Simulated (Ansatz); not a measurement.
**Li2MgBr4, response to strain**

The reference is Li₂MgBr₄ (space group Cmmm, No. 65; a cell from a computed database, its experimental status unchecked).

```
Li2MgBr4
1.0
    3.85343    -5.44570     0.00000
    3.85343     5.44570     0.00000
    0.00000     0.00000     3.82292
Li Mg Br
2 1 4
Direct
  0.00000   0.50000   0.50000
  0.50000   0.00000   0.50000
  0.00000   0.00000   0.00000
  0.24097   0.24097   0.50000
  0.75903   0.75903   0.50000
  0.75614   0.24386   0.00000
  0.24386   0.75614   0.00000
```

Cartesian axes are those of the cell as printed.

Strains are applied to the cell and any free atomic positions relax; under biaxial strain the out-of-plane vector relaxes too.

Computed with PBEsol, PAW, 420 eV (Ansatz, a program for electronic structure; no spin-orbit coupling).

Notes on the quantities. pressure: mean of the normal stresses, compression positive.

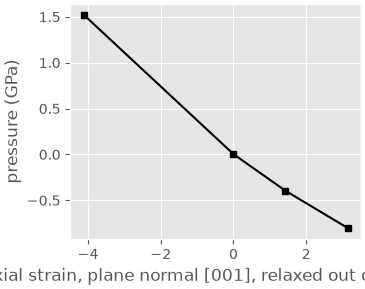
Figure. Pressure against biaxial strain, plane normal [001], relaxed out of plane

| biaxial strain, plane normal [001], relaxed out of plane (%) | pressure |
|---|---|
| -4.12 | 1.52 GPa |
| 1.43 | -0.40 GPa |
| 3.14 | -0.80 GPa |

Whether these cells are dynamically stable was not tested.
